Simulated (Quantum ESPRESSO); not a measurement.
# Energy mapping worked by hand: KNiF3

Aim: get Heisenberg couplings of KNiF3 from the energies of collinear orders, with pencil and paper, and test them on an order left out of the fit.

Program: Quantum ESPRESSO 7.5. Level of theory: PBEsol with U = 6 eV on Ni d (ortho-atomic projectors); plane waves with GBRV 1.5 PBEsol potentials, no spin-orbit coupling. Results are calculated unless marked as measured.

**What experiment says.**

For KNiF3, cubic perovskite (literature value for the cubic antiferromagnet), “Incipient geometric lattice instability of cubic fluoroperovskites” (2021, arxiv:2110.13026) quotes earlier work: ordering temperature (Neel temperature) 244.8 K.

The database entry behind the starting cell differs from later determinations by our own check (about 0.35 % short), so it need not match the best structure at ambient conditions.

## 1. Set-up

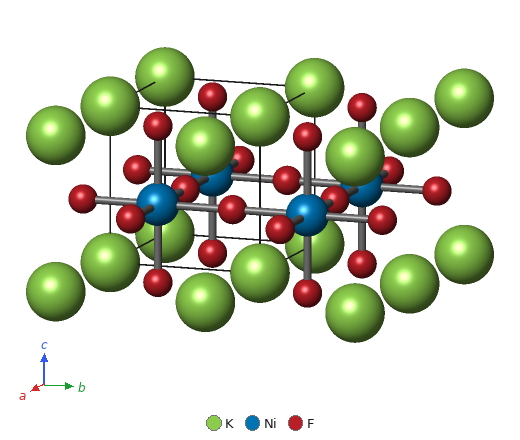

The starting structure, seen slightly off an axis (potassium green, nickel blue, fluorine red). 2×2×1 cells are drawn. Some periodic images of atoms are drawn too.

The cell comes from the Crystallography Open Database.

## 2. The parallel order

All energies count from this run.

pw.in

```
&CONTROL
  calculation = 'scf'
  prefix = 'pwscf'
  outdir = './tmp'
  pseudo_dir = './pseudo'
  disk_io = 'nowf'
/
&SYSTEM
  ibrav = 0
  celldm(1) = 8
  nat = 5
  ntyp = 3
  ecutwfc = 40
  ecutrho = 280
  nbnd = 34
  occupations = 'smearing'
  smearing = 'fd'
  degauss = 0.00367493
  nspin = 2
  starting_magnetization(1) = 0
  starting_magnetization(2) = 0.1111
  starting_magnetization(3) = 0
/
&ELECTRONS
  conv_thr = 1d-08
  electron_maxstep = 150
  mixing_beta = 0.3
/
ATOMIC_SPECIES
K      39.0983 k_pbesol_v1.4.uspp.F.UPF
Ni     58.6934 ni_pbesol_v1.4.uspp.F.UPF
F      18.9984 f_pbesol_v1.4.uspp.F.UPF
CELL_PARAMETERS alat
   0.9448630623129    0.0000000000000    0.0000000000000
   0.0000000000000    0.9448630623129    0.0000000000000
   0.0000000000000    0.0000000000000    0.9448630623129
ATOMIC_POSITIONS crystal
K       0.0000000000    0.0000000000    0.0000000000
Ni      0.5000000000    0.5000000000    0.5000000000
F       0.5000000000    0.5000000000    0.0000000000
F       0.0000000000    0.5000000000    0.5000000000
F       0.5000000000    0.0000000000    0.5000000000
K_POINTS automatic
6 6 6 0 0 0
HUBBARD {ortho-atomic}
U Ni-3d 6.0000
```

Command:

```sh
OMP_NUM_THREADS=1 mpirun -n 4 pw.x -nk 4 -in pw.in > pw.out
```

The log of the run:

```text
Program PWSCF v.7.5 starts
     [... lines left out ...]
     number of atoms/cell      =            5
     [... lines left out ...]
     number of electrons       =        48.00
     number of Kohn-Sham states=           34
     kinetic-energy cutoff     =      40.0000  Ry
     charge density cutoff     =     280.0000  Ry
     scf convergence threshold =      1.0E-08
     [... lines left out ...]
     48 Sym. Ops., with inversion, found
     [... lines left out ...]
     number of k points=    20  Fermi-Dirac smearing, width (Ry)=  0.0037
     [... lines left out ...]
     iteration # 13     ecut=    40.00 Ry     beta= 0.30
     [... lines left out ...]
     Magnetic moment per site  (integrated on atomic sphere of radius R)
     atom   1 (R=0.276)  charge=  7.6179  magn= -0.0006
     atom   2 (R=0.195)  charge= 15.3739  magn=  1.7714
     atom   3 (R=0.195)  charge=  6.5148  magn=  0.0519
     atom   4 (R=0.195)  charge=  6.5148  magn=  0.0519
     atom   5 (R=0.195)  charge=  6.5148  magn=  0.0519
     [... lines left out ...]
     Tr[ns(  2)] (up, down, total) =   4.98761  3.16789  8.15549
     [... lines left out ...]
     the Fermi energy is     6.9195 ev
!    total energy              =    -545.79378009 Ry
     estimated scf accuracy    <          2.4E-10 Ry
     smearing contrib. (-TS)   =       0.00000000 Ry
     [... lines left out ...]
     total magnetization       =     2.00 Bohr mag/cell
     absolute magnetization    =     2.03 Bohr mag/cell
     convergence has been achieved in  13 iterations
   JOB DONE.
```

Elapsed: 12 s, on 4 MPI ranks of Arm Neoverse V2, shared host; peak memory 0.43 GiB.

Spin moment in the atom's sphere by atom:

```csv
atom,spin moment in the atom's sphere (μB)
K1,0.00
Ni2,1.77
F3,0.05
F4,0.05
F5,0.05
```

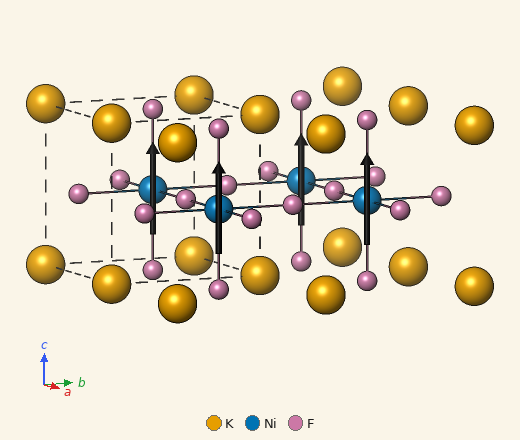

Spin moment in the atom's sphere as arrows, the longest 1.77 μB. Up and down stand for the sign. Arrows give size and sign along the axis of quantisation, drawn up and down the page. 2×2×1 cells are drawn. Some periodic images of atoms are drawn too.

This step gave:

| Quantity | Value |
| --- | --- |
| smearing term TS | 0 eV |
| magnetization | 2 μB |
| absolute magnetization | 2.027 μB |
| final state | ferromagnetic |

## 3. The orders used for the fit

The other orders were run with the same settings, on meshes that hold the same points. Free energies are divided by the number of Ni atoms; q is in fractions of the reciprocal vectors of the first run's cell.

```csv
order,atoms,mesh,free energy (eV),eV per Ni,largest moment (μB)
F +,5,6×6×6,-7425.9027,-7425.9027,1.77
"AF q=(0,1/2,1/2) +-",10,6×3×6,-14851.9058,-7425.9529,1.75
```

## 4. Counting neighbours

With E = −Σ J e_i·e_j over ordered pairs of unit vectors, turning a neighbour from parallel to opposed costs 2J a Ni atom. So an order lies 2 Σ n J over the parallel one, n being the opposed neighbours in each shell.

```csv
shell,distance (Å),neighbours,"opposed in AF q=(0,1/2,1/2) +-","opposed in AF q=(1/2,1/2,1/2) +-"
J1,4.00,6,4,6
J2,5.66,12,8,0
```

Only J1 is kept, as an effective coupling that takes up all reversed shells.

## 5. Solving

```
2 × 4 × J1 = -50.2 meV    (AF q=(0,1/2,1/2) +-)
J1 = -6.28 meV
```

## 6. The test

The couplings now give the orders that were left out:

```
2 × 6 × (-6.28) = -75.4 meV    (AF q=(1/2,1/2,1/2) +-)
```

The runs themselves:

```csv
order,atoms,mesh,free energy (eV),eV per Ni,largest moment (μB),over the parallel order (meV),foretold (meV)
"AF q=(1/2,1/2,1/2) +-",10,3×6×6,-14851.9508,-7425.9754,1.73,-72.7,-75.4
```

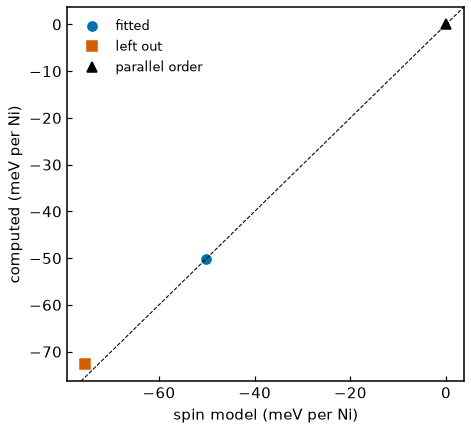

Computed energies of the orders against the model; the dashed line marks agreement.

## 7. Mean-field temperature

```
gain of AF q=(1/2,1/2,1/2) +- over disorder = (6 − 2 × 6) × (-6.28) = 37.7 meV
T = 2 × 37.7 / (3 × 0.08617) = 292 K
```

## 8. Results

| Item | Value |
| --- | --- |
| effective J1 (Ni–Ni at 4.00 Å) | -6.28 meV |
| largest miss on the orders left out | 2.7 meV |
| mean-field ordering temperature | 292 K |

What this shows: The model misses the order left out by 2.7 meV, 3.7 % of the largest energy difference, so it holds on this test. The largest moment changes by 2.1 % between the orders. Shells that were dropped are folded into the couplings or show in the miss. Mean field overstates the temperature of the model, and classical spins understate it for small quantum spins, by up to the factor (S+1)/S.

Comparison with the measured values:

| quantity | measured | mean field |
| --- | --- | --- |
| ordering temperature (K) | 244.8 | 292 (+19.1 %) |

Measured values from arxiv:2110.13026 (2021).

Verdict: The ordering temperature is off by +19.1 %: fair agreement. Mean-field temperatures run high for given couplings and spin length. No cell relaxation is part of this session.

[Logs and program files are shortened in this print: banners, set-up blocks, solver, clock and traceback lines can be left out without a mark of their own.]

[Logs are printed without paths, hosts, clocks, repeated set-up lines and the standing remarks that a program may print on its own settings, such as how far it seeks lower states.]

[Hosts, paths, dates, database ids (printed as entryN), source tags and the programs' standing remarks are cut or masked in the printed files.]

[Where a cell is said to come from a database of computed structures, the database is the Materials Project.]
